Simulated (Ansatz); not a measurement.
# (AlN)3(SiC)1 [0001] superlattice, started as wurtzite: from the cell to its phonons, part 2 of 2

Aim: the vibrations of (AlN)3(SiC)1 [0001] superlattice, started as wurtzite, their spectra, and whether the structure is stable.

Ansatz 0.2.0; DFT PBE, scalar-relativistic, plane waves, PAW.

So far. Step 4 (Relaxing to small forces for the phonons): The largest force component left is 0.38 meV/Å and the pressure is 0.003 GPa, within the tolerances set. The cell now holds 10.76 Å³/atom. The relaxed cell has a = 3.144, c = 10.060 Å (conventional setting).

The structure was built from a prototype and need not be the compound's stable phase.

## 5. Zone-centre response

The zone centre is the only wavevector solved here; it holds the modes that light can see, as far as symmetry allows. The response to a homogeneous field gives the Born charges and the dielectric tensor.

input.yaml reads:

```yaml
crystal:
  lattice:
    - [3.1436117243, 0.0, 0.0]
    - [-1.5718058621, 2.7224476129, 0.0]
    - [0.0, 0.0, 10.0603509923]
  atoms:
    - { symbol: Al, position: [0.3333333333, 0.6666666667, -0.0015207932] }
    - { symbol: Al, position: [0.6666666667, 0.3333333333, 0.2447516055] }
    - { symbol: Al, position: [0.3333333333, 0.6666666667, 0.4901601022] }
    - { symbol: C, position: [0.6666666667, 0.3333333333, 0.9339996743] }
    - { symbol: "N", position: [0.3333333333, 0.6666666667, 0.1940469171] }
    - { symbol: "N", position: [0.6666666667, 0.3333333333, 0.4398353994] }
    - { symbol: "N", position: [0.3333333333, 0.6666666667, 0.6870855297] }
    - { symbol: Si, position: [0.6666666667, 0.3333333333, 0.7616415651] }
kpoints:
  mp_grid: { grid: [12, 12, 4] }
hamiltonian:
  xc: pbe
scf:
  occupations: { method: fixed }
output:
  eigenvalues: true
phonons:
  method: dfpt
  dielectric: true
  rigid_motions: translations
```

Launch:

```
$ ansatz run input.yaml --threads 8 --pin off --max-ram 14336MiB --backend cpu --events-out ev --progress --plain --runs-dir out
```

Numbers of over 12 decimals in the logs are rounded to 6 here.

The program printed:

```text
[...]
Crystal: 8 atoms, lattice volume = 86.100 Å³
Basis set: ecut = 420 eV, 1665 PW (Γ), exchange–correlation on 48×48×144 points (8 copies of the dense FFT grid, shifted against one another)
Bands: 24, of which v1, the nominal top of the filled ones, is band 16 counted from 1 (15 counted from 0)
Symmetry: 6 space group operations
k-points: 164 of 576 (irreducible under 2 space group operations, time reversal used)
[...]
SCF iter   1: F=—  HF=-3657.964061 eV  |F-HF|=—  |Δ(HF+E_count)|=         —  Δρ=6.86e-3  dr2=2.38e-1  ethr=1.77e-3  ⟨swp⟩=4.6  Hψ=17818  notcnv=0  defer=915
[...]
SCF iter  12: F=-3657.911311 eV  HF=-3657.911311 eV  |F-HF|=1.68e-11  |Δ(HF+E_count)|=  8.00e-11  Δρ=2.16e-7  dr2=2.39e-11  ethr=1.00e-12  ⟨swp⟩=13.1  Hψ=25507  notcnv=0
SCF 1 converged in 12 iterations: F = -3657.911311 eV  dr2 = 2.39e-11
[...]
NSCF: frozen V_eff on 28 k-points
DFPT response loops at Γ: preconditioner auto → Resta (q_TF=auto, 2.313 Å⁻¹)  ε∞=13.1 (no band partly filled); β = 1.00, the filter's whole step (`scf.mixing.beta` (0.50) is not read by the response loops at its default; to damp them type it under 1.00, their step now; it binds the ground state too); Broyden in place of MSR1
── the response to a field inside a basis, on 14×14×4 k-points: an SCF that follows is theirs, and a resumed run solves both again ──
Bands: 17, of which v1, the nominal top of the filled ones, is band 16 counted from 1 (15 counted from 0)
k-points: 210 of 784 (irreducible under 2 space group operations, time reversal used)
[...]
Eigensolver: Dense (210 Hₖ)
SCF iter   1: F=—  HF=-3657.899849 eV  |F-HF|=—  |Δ(HF+E_count)|=         —  Δρ=2.42e-4  dr2=1.14e-5  ethr=1.00e-1
[...]
SCF iter   5: F=-3657.899858 eV  HF=-3657.899858 eV  |F-HF|=2.82e-8  |Δ(HF+E_count)|=   2.97e-7  Δρ=5.85e-6  dr2=4.40e-8  ethr=5.94e-9
SCF 1 converged in 5 iterations: F = -3657.899858 eV  dr2 = 4.40e-8
[...]
SCF converged after 12 iterations
Free energy (F): -3657.911311 eV
[...]
Internal energy: -3657.911311 eV  (E = F + TS)
E sigma→0 (E₀):  -3657.911311 eV
Fermi energy:    9.399845 eV
[...]
--- Band table (eV; the first three rows and the last of 164) ---
  k-point 0: bands = [... 12 lower, 6.6886, 7.2999, 9.3998, 9.3998, 9.7510, 12.1404, 13.4831, 14.8198, ... 4 higher]
  k-point 1: bands = [... 12 lower, 6.6893, 6.9160, 9.3998, 9.3998, 9.9035, 12.1618, 13.3967, 14.8163, ... 4 higher]
  k-point 2: bands = [... 12 lower, 6.6902, 6.6902, 9.3998, 9.3998, 10.0392, 12.1866, 13.3088, 14.8128, ... 4 higher]
  k-point 163: bands = [... 12 lower, 5.0709, 6.1534, 6.5539, 6.9474, 12.2093, 13.1574, 13.5864, 14.0653, ... 4 higher]
--- Phonons (Γ-DFPT): 16 representative perturbations + reference, on 164 of 576 k-points (Σ response iterations 49) ---
  k mesh reduced under 2 symmetry operations, with k and −k counted as one. Each operation leaves every solved perturbation unchanged. A smaller set is not considered because the run solves the response to a homogeneous field
  ASR residual: 1.449e-3 → 0.000e0 eV/Å²; symmetrization residual: 6.774e-5 eV/Å²
  ASR residual per site (eV/Å²): 1.33e-3 1.45e-3 1.16e-3 1.70e-4 2.31e-4 1.96e-4 4.30e-4 2.92e-5
  Γ frequencies (cm⁻¹): 0.00 0.00 0.00 165.49 165.49 177.64 177.64 236.76 236.76 312.54 350.49 407.85 407.85 506.63 578.15 679.18 679.18 686.32 686.32 693.94 729.83 729.83 765.12 1025.00
  ε∞ (high-frequency dielectric tensor):
        5.462501    -0.000000     0.000000
       -0.000000     5.462501    -0.000000
        0.000000    -0.000000     5.621599
  ε⁰ (static dielectric tensor: ions relaxed, cell fixed):
       11.029547    -0.000000     0.000000
       -0.000000    11.029547    -0.000000
        0.000000    -0.000000    11.762670
  ε⁰ − ε∞ (ionic part):
        5.567046    -0.000000    -0.000000
       -0.000000     5.567046    -0.000000
       -0.000000    -0.000000     6.141071
  softest optical mode at Γ: 165.49 cm⁻¹; the repairs (sum rule, projections) moved no ω² at Γ by more than (7.17 cm⁻¹)²
  Born effective charges Z* (e; rows j = field, columns β = displacement):
    site 0:
         2.41875   -0.00000    0.00000
        -0.00000    2.41875   -0.00000
         0.00000   -0.00000    2.37172
    site 1:
         2.50986   -0.00000    0.00000
        -0.00000    2.50986   -0.00000
         0.00000   -0.00000    3.06365
    site 2:
         2.50863   -0.00000    0.00000
        -0.00000    2.50863   -0.00000
         0.00000   -0.00000    3.23099
    site 3:
        -2.74448    0.00000   -0.00000
         0.00000   -2.74448    0.00000
        -0.00000    0.00000   -2.39561
    site 4:
        -2.52864    0.00000   -0.00000
         0.00000   -2.52864    0.00000
        -0.00000    0.00000   -3.06741
    site 5:
        -2.51094    0.00000   -0.00000
         0.00000   -2.51094    0.00000
        -0.00000    0.00000   -3.13875
    site 6:
        -2.78251    0.00000   -0.00000
         0.00000   -2.78251    0.00000
        -0.00000    0.00000   -2.67482
    site 7:
         3.12933   -0.00000    0.00000
        -0.00000    3.12933   -0.00000
         0.00000   -0.00000    2.61022
  Z* charge neutrality: 4.611e-3 e pre-enforcement
  solved inside a basis spanned on kpoints, on 14×14×4 k-points, its susceptibility summed on 22×22×6: ε∞ is read to err by 3.2e-2, Z* by 3.5e-2 e (field_mesh: kpoints solves on kpoints); Z* is corrected for what the basis lacks
  optical modes at Γ without the LO–TO term, one row a degenerate level:
      ω (cm⁻¹)  modes    IR ((D/Å)²/amu)
        165.49      2             0.3036
        177.64      2             0.0165
        236.76      2             0.3472
        312.54      1             0.2610
        350.49      1             0.0690
        407.85      2            35.9521
        506.63      1            23.1399
[...]
optical modes at Γ + LO–TO along q̂ = [1.0000, 0.0000, 0.0000]:
      ω (cm⁻¹)  modes    IR ((D/Å)²/amu)
[...]
optical modes at Γ + LO–TO along q̂ = [0.0000, 1.0000, 0.0000]:
      ω (cm⁻¹)  modes    IR ((D/Å)²/amu)
[...]
optical modes at Γ + LO–TO along q̂ = [0.0000, 0.0000, 1.0000]:
      ω (cm⁻¹)  modes    IR ((D/Å)²/amu)
[...]
236.76      2             0.3472
        313.24      1             0.0384
        350.64      1             0.0090
        407.85      2            35.9521
        527.08      1             0.7691
        679.18      2             3.3697
        686.32      2            53.5014
        692.56      1             0.4992
        729.83      2            50.4105
        762.68      1             7.1026
        780.11      1            48.5346
       1058.83      1            24.9373
```

The job ended after 2.3 min (8 threads of Arm Neoverse V2, shared host; peak memory 2 GiB; 17 min of CPU time).

The column dr2 measures how far the density is from self-consistency, as an energy; F and HF (Harris–Foulkes) agree once it is small.

This step gave:

- sum-rule residual before enforcement: 0.001449 eV/Å²
- miss of the charge sum rule: 0.004611 e
- estimated error of the dielectric tensor: 0.03210
- estimated error of the Born charges: 0.03498 e
- point group: 3m
- highest optical mode at the zone centre (no LO-TO term): 1025 cm⁻¹
- lowest optical zone-centre mode: 165.5 cm⁻¹
- mean high-frequency dielectric constant: 5.516
- largest Born charge (third of the trace): 2.956 e
- mean static dielectric constant: 11.27
- top of the zone-centre spectrum with the field: 1059 cm⁻¹

Without the LO-TO term. Patterns of degenerate modes are one choice out of their space. The modes at Γ (shares of kinetic energy by element, %):

| mode | frequency (cm⁻¹) | symmetry | Al % | C % | N % | Si % |
| --- | --- | --- | --- | --- | --- | --- |
| 1 | 0.0 | acoustic | 50 | 7 | 26 | 17 |
| 2 | 0.0 | acoustic | 50 | 7 | 26 | 17 |
| 3 | 0.0 | acoustic | 50 | 7 | 26 | 17 |
| 4 | 165.5 | E | 54 | 10 | 18 | 19 |
| 5 | 165.5 | E | 54 | 10 | 18 | 19 |
| 6 | 177.6 | E | 46 | 5 | 29 | 20 |
| 7 | 177.6 | E | 46 | 5 | 29 | 20 |
| 8 | 236.8 | E | 57 | 8 | 20 | 16 |
| 9 | 236.8 | E | 57 | 8 | 20 | 16 |
| 10 | 312.5 | A1 | 48 | 11 | 17 | 25 |
| 11 | 350.5 | A1 | 73 | 0 | 25 | 2 |
| 12 | 407.9 | E | 1 | 0 | 71 | 27 |
| 13 | 407.9 | E | 1 | 0 | 71 | 27 |
| 14 | 506.6 | A1 | 69 | 2 | 19 | 10 |
| 15 | 578.1 | A1 | 32 | 0 | 55 | 13 |
| 16 | 679.2 | E | 31 | 0 | 69 | 0 |
| 17 | 679.2 | E | 31 | 0 | 69 | 0 |
| 18 | 686.3 | E | 33 | 0 | 67 | 0 |
| 19 | 686.3 | E | 33 | 0 | 67 | 0 |
| 20 | 693.9 | A1 | 8 | 3 | 87 | 1 |
| 21 | 729.8 | E | 30 | 70 | 1 | 0 |
| 22 | 729.8 | E | 30 | 70 | 1 | 0 |
| 23 | 765.1 | A1 | 18 | 6 | 68 | 8 |
| 24 | 1025.0 | A1 | 2 | 70 | 3 | 25 |

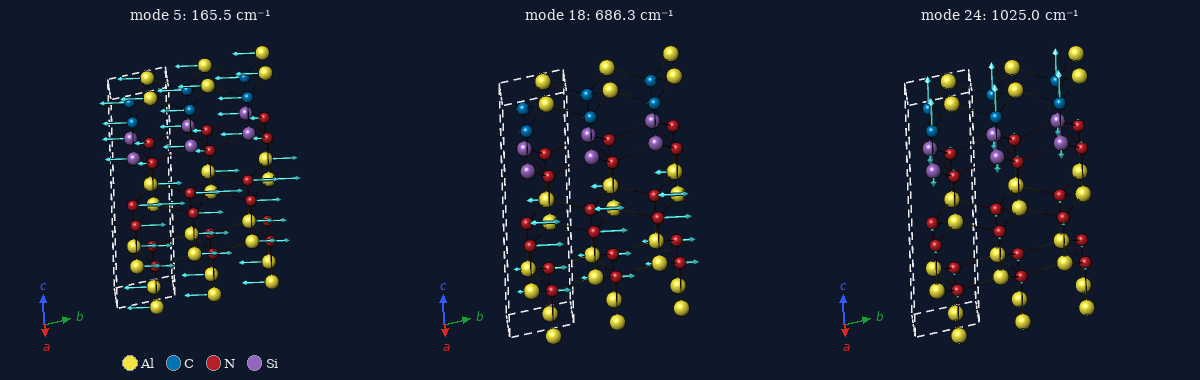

Displacement patterns of modes 5, 18 and 24 at Γ; arrows are exaggerated. 2×3×1 cells are drawn. Some periodic images of atoms are drawn too.

Optical modes at the zone centre, without and with the macroscopic field of the longitudinal modes; each column is sorted by frequency, so a row need not hold one and the same mode. Modes with and without the field, by row:

| rank among optical modes | no field (cm⁻¹) | q along (1, 0, 0) (cm⁻¹) | q along (0, 0, 1) (cm⁻¹) |
| --- | --- | --- | --- |
| 1 | 165.5 | 165.5 | 165.5 |
| 2 | 165.5 | 166.4 | 165.5 |
| 3 | 177.6 | 177.6 | 177.6 |
| 4 | 177.6 | 177.7 | 177.6 |
| 5 | 236.8 | 236.8 | 236.8 |
| 6 | 236.8 | 237.5 | 236.8 |
| 7 | 312.5 | 312.5 | 313.2 |
| 8 | 350.5 | 350.5 | 350.6 |
| 9 | 407.9 | 407.9 | 407.9 |
| 10 | 407.9 | 458.9 | 407.9 |
| 11 | 506.6 | 506.6 | 527.1 |
| 12 | 578.1 | 578.1 | 679.2 |
| 13 | 679.2 | 679.2 | 679.2 |
| 14 | 679.2 | 679.5 | 686.3 |
| 15 | 686.3 | 686.3 | 686.3 |
| 16 | 686.3 | 693.9 | 692.6 |
| 17 | 693.9 | 707.5 | 729.8 |
| 18 | 729.8 | 729.8 | 729.8 |
| 19 | 729.8 | 765.1 | 762.7 |
| 20 | 765.1 | 885.5 | 780.1 |
| 21 | 1025 | 1025 | 1059 |

Born charge (rows field, columns displacement) (e), principal values of the symmetric part by kind of site:

| atom | atoms with these values | low | middle | high | mean |
| --- | --- | --- | --- | --- | --- |
| Al1 | 1 | 2.37 | 2.42 | 2.42 | 2.40 |
| Al2 | 1 | 2.51 | 2.51 | 3.06 | 2.69 |
| Al3 | 1 | 2.51 | 2.51 | 3.23 | 2.75 |
| C4 | 1 | -2.74 | -2.74 | -2.40 | -2.63 |
| N5 | 1 | -3.07 | -2.53 | -2.53 | -2.71 |
| N6 | 1 | -3.14 | -2.51 | -2.51 | -2.72 |
| N7 | 1 | -2.78 | -2.78 | -2.67 | -2.75 |
| Si8 | 1 | 2.61 | 3.13 | 3.13 | 2.96 |

In full for C4:

```
-2.74  0.00  0.00
 0.00 -2.74  0.00
 0.00  0.00 -2.40
```

High-frequency dielectric tensor:

```
5.46 0.00 0.00
0.00 5.46 0.00
0.00 0.00 5.62
```

Static dielectric tensor (ions relaxed, fixed cell):

```
11.03  0.00  0.00
 0.00 11.03  0.00
 0.00  0.00 11.76
```

Transverse modes. Lines of the infrared spectrum (strongest = 100):

| position (cm⁻¹) | label | relative intensity |
| --- | --- | --- |
| 166 | E | 0.6 |
| 178 | E | 0.0 |
| 237 | E | 0.6 |
| 312 | A1 | 0.5 |
| 350 | A1 | 0.1 |
| 408 | E | 67 |
| 507 | A1 | 43 |
| 578 | A1 | 90 |
| 679 | E | 6.3 |
| 686 | E | 100 |
| 694 | A1 | 0.7 |
| 730 | E | 94 |
| 765 | A1 | 0.2 |
| 1025 | A1 | 18 |

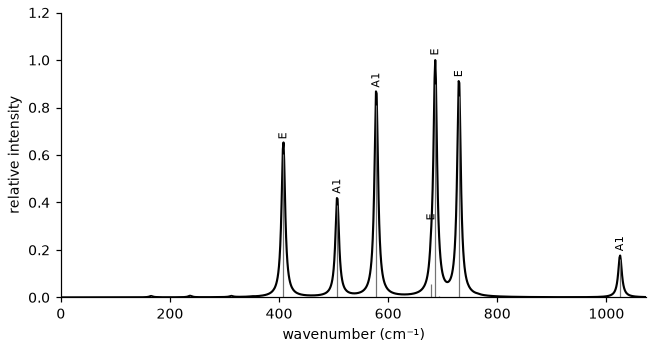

The infrared spectrum, broadened with Lorentzians of width 8 cm⁻¹; bars mark the lines.

Before it was imposed, the acoustic sum rule was missed by 0.0014 eV/Å² and the charge sum rule by 0.0046 e. Small misses are needed for a sound result but don't prove that mesh and cutoff are converged. The lowest optical mode is real, 165 cm⁻¹.

## 6. Another isotope, element C, natural mass 12.011 amu

An isotope changes the mass and not the force constants, so no new electronic calculation is needed; the shifts show which modes move this element.

The same force constants with the mass of C changed from 12.011 to 13.003 u (phonopy, no LO-TO term). Both lists are sorted by frequency; levels can cross, so a row need not hold one and the same mode. Modes under 3 cm⁻¹ are left out. Isotope shifts, by row:

| q | rank | natural mass (cm⁻¹) | changed mass (cm⁻¹) |
| --- | --- | --- | --- |
| 0 0 0 | 4 | 165.5 | 164.8 |
| 0 0 0 | 5 | 165.5 | 164.8 |
| 0 0 0 | 6 | 177.6 | 177.3 |
| 0 0 0 | 7 | 177.6 | 177.3 |
| 0 0 0 | 8 | 236.8 | 236 |
| 0 0 0 | 9 | 236.8 | 236 |
| 0 0 0 | 10 | 312.5 | 311.1 |
| 0 0 0 | 11 | 350.5 | 350.5 |
| 0 0 0 | 12 | 407.9 | 407.9 |
| 0 0 0 | 13 | 407.9 | 407.9 |
| 0 0 0 | 14 | 506.6 | 506.2 |
| 0 0 0 | 15 | 578.1 | 578.1 |
| 0 0 0 | 16 | 679.2 | 679 |
| 0 0 0 | 17 | 679.2 | 679 |
| 0 0 0 | 18 | 686.3 | 686.2 |
| 0 0 0 | 19 | 686.3 | 686.2 |
| 0 0 0 | 20 | 693.9 | 692.9 |
| 0 0 0 | 21 | 729.8 | 710.3 |
| 0 0 0 | 22 | 729.8 | 710.3 |
| 0 0 0 | 23 | 765.1 | 763.1 |
| 0 0 0 | 24 | 1025 | 997.6 |

A mode of this element alone would shift by -3.89 %. The highest zone-centre frequency without the field goes from 1025.0 to 997.6 cm⁻¹ (-2.7 %). The product of the frequency ratios over all optical modes at Γ is 0.896; the product rule, (m/m′)^(3k/2) (M′/M)^(3/2) with k = 1 such atoms and M the mass of the cell, gives 0.896.

## 7. Another isotope, element N, natural mass 14.007 amu

The same for N, from 14.01 to 15.00 u.

A mode of this element alone would shift by -3.37 %. The highest zone-centre frequency without the field goes from 1025.0 to 1024.0 cm⁻¹ (-0.1 %). The product of the frequency ratios over all optical modes at Γ is 0.755; the product rule, (m/m′)^(3k/2) (M′/M)^(3/2) with k = 3 such atoms and M the mass of the cell, gives 0.755.

## 8. Isotope substitution, element Si, natural mass 28.085 amu

The same for Si, from 28.09 to 29.97 u.

The same force constants with the mass of Si changed from 28.085 to 29.974 u (phonopy, no LO-TO term). Both lists are sorted by frequency; levels can cross, so a row need not hold one and the same mode. Modes under 3 cm⁻¹ are left out. Isotope shifts, by row:

| q | rank | natural mass (cm⁻¹) | changed mass (cm⁻¹) |
| --- | --- | --- | --- |
| 0 0 0 | 4 | 165.5 | 164.4 |
| 0 0 0 | 5 | 165.5 | 164.4 |
| 0 0 0 | 6 | 177.6 | 176.6 |
| 0 0 0 | 7 | 177.6 | 176.6 |
| 0 0 0 | 8 | 236.8 | 235.6 |
| 0 0 0 | 9 | 236.8 | 235.6 |
| 0 0 0 | 10 | 312.5 | 310 |
| 0 0 0 | 11 | 350.5 | 350.3 |
| 0 0 0 | 12 | 407.9 | 404.4 |
| 0 0 0 | 13 | 407.9 | 404.4 |
| 0 0 0 | 14 | 506.6 | 505 |
| 0 0 0 | 15 | 578.1 | 575.8 |
| 0 0 0 | 16 | 679.2 | 679.2 |
| 0 0 0 | 17 | 679.2 | 679.2 |
| 0 0 0 | 18 | 686.3 | 686.3 |
| 0 0 0 | 19 | 686.3 | 686.3 |
| 0 0 0 | 20 | 693.9 | 693.7 |
| 0 0 0 | 21 | 729.8 | 729.8 |
| 0 0 0 | 22 | 729.8 | 729.8 |
| 0 0 0 | 23 | 765.1 | 763.1 |
| 0 0 0 | 24 | 1025 | 1017 |

A mode of this element alone would shift by -3.20 %. The highest zone-centre frequency without the field goes from 1025.0 to 1017.1 cm⁻¹ (-0.8 %). The product of the frequency ratios over all optical modes at Γ is 0.923; the product rule, (m/m′)^(3k/2) (M′/M)^(3/2) with k = 1 such atoms and M the mass of the cell, gives 0.923.

## 9. Results

```
space group after relaxation (within 0.01 Å)            : P3m1
volume per atom                                         : 10.8 Å³
gap on the k-mesh                                       : 0.351 eV
highest optical mode at the zone centre (no LO-TO term) : 1025 cm⁻¹
top of the zone-centre spectrum with the field          : 1059 cm⁻¹
lowest optical zone-centre mode                         : 165 cm⁻¹
mean high-frequency dielectric constant                 : 5.52
mean static dielectric constant                         : 11.3
largest Born charge (third of the trace)                : 2.96 e
imaginary modes at Γ (the only wavevector solved)       : none
```

What this shows: The structure is stable against zone-centre distortions, since no mode there is imaginary; runs at other wavevectors are not part of this account. Without the field, the optical modes at Γ span 165 to 1025 cm⁻¹. The dispersion is not part of this account. The highest mode in this list at Γ, 1025.0 cm⁻¹, has its largest share on C (70 % of the kinetic energy). With the macroscopic field of the longitudinal modes the top of the zone-centre spectrum lies at 1059 cm⁻¹, against 1025 cm⁻¹ without it. Lattice motion raises the mean dielectric constant from 5.516 to 11.27. The strongest infrared line is at 686 cm⁻¹. The starting cell was built on a prototype and not taken from a measurement, so the phase need not exist. These are harmonic frequencies at zero temperature: anharmonic shifts, linewidths and thermal expansion are left out.

[Logs are printed without paths, hosts, clocks, repeated set-up lines and the standing remarks that a program may print on its own settings, such as how far it seeks lower states.]

[Hosts, paths, dates, database ids (printed as entryN), source tags and the programs' standing remarks are cut or masked in the printed files.]
